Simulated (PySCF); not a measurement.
EDOT, SMILES c1scc2c1OCCO2 (C6H6O2S), singlet at its GFN2-xTB optimised geometry (Å):

```
15

C      1.2365    -1.6068     0.0185
S      0.0000    -2.8020     0.0248
C     -1.2365    -1.6069     0.0069
C     -0.7145    -0.3517     0.0000
C      0.7145    -0.3517     0.0000
O      1.4502     0.7996    -0.0233
C      0.6664     1.9162    -0.3981
C     -0.6664     1.9238     0.3521
O     -1.4502     0.7999     0.0000
H      2.2682    -1.8886     0.0320
H     -2.2682    -1.8889    -0.0009
H      1.2573     2.7995    -0.1530
H      0.4727     1.8897    -1.4796
H     -0.4727     1.9192     1.4339
H     -1.2573     2.8020     0.0891
```

Calculation: CAM-B3LYP/def2-TZVP (PySCF). Cells within 0.4 Å of a nucleus heavier than hydrogen are left out (blank, or x).

Map of the deformation density (molecule minus spherical neutral atoms) (e/bohr³) on the plane z = 0.0 Å:

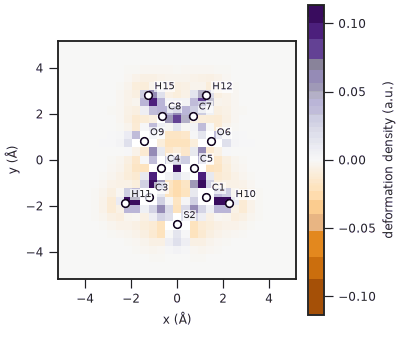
Fig. 1. Deformation density (molecule minus spherical neutral atoms) (e/bohr³) on the plane z = 0.0 Å.
